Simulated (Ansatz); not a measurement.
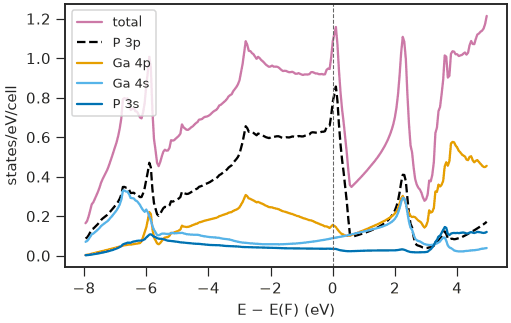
Total and projected density of states of GaP (rock salt, Fm-3m), DFT-PBEsol in the program Ansatz with PAW potentials

Q: Which orbitals carry the states next to the Fermi level?

A: Within 0.5 eV of the Fermi level: P 3p 68 %, Ga 4p 15 %, Ga 4s 10 %. Projections are on Löwdin-orthogonalised atomic valence shells; empty p or d shells of many metals are not among them.

Q: Where is the tallest occupied peak in this window, and what makes it?

A: Near -2.8 eV, about 1.1 states/eV per cell; the largest projected share is P 3p.

The start of the workflow was typed in or built on a structure type; neither database checked (COD, Materials Project) lists it. It is not the phase usual at ambient conditions (space group No. 216). Symmetry was held in the PBEsol relaxation; of distortions, only those at the zone centre were tested. Scalar-relativistic: spin–orbit coupling is off unless named, which matters more the heavier the elements.

Potentials: the later of the program's two PAW sets.
